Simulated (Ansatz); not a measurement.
The reference is Zr in the hcp (Mg type) structure (space group P6_3/mmc, No. 194; a = 3.231 Å, c = 5.173 Å).

Structures relaxed with PBE, PAW, 420 eV (Ansatz, a program for electronic structure; no spin-orbit coupling).

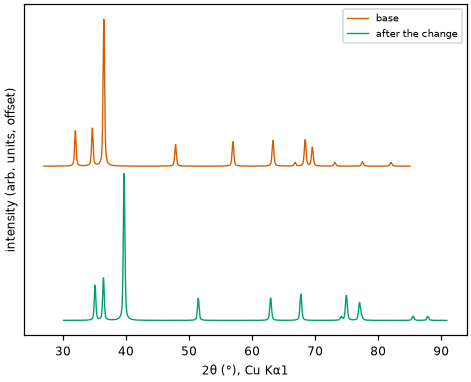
*Simulated powder patterns before (top) and after one change*

Task: What was done to the base?
A) pressure 9 GPa
B) pressure 4.5 GPa
C) pressure 0.9 GPa
D) pressure 30 GPa

Result: D, pressure 30 GPa. Its volume per atom is 18.60 Å³ against 23.39 Å³, and its space group is P6_3/mmc (No. 194).

Load acts through the strain it causes; cell and atoms are relaxed under it. Stability against distortions was not tested. All final runs are without spin polarisation. Measured, Zr leaves this structure (for the ω phase) near 3 GPa (temperature not stated; as listed in C. Cazorla, D. Alfè, M. J. Gillan, Physical Review B (2008)).
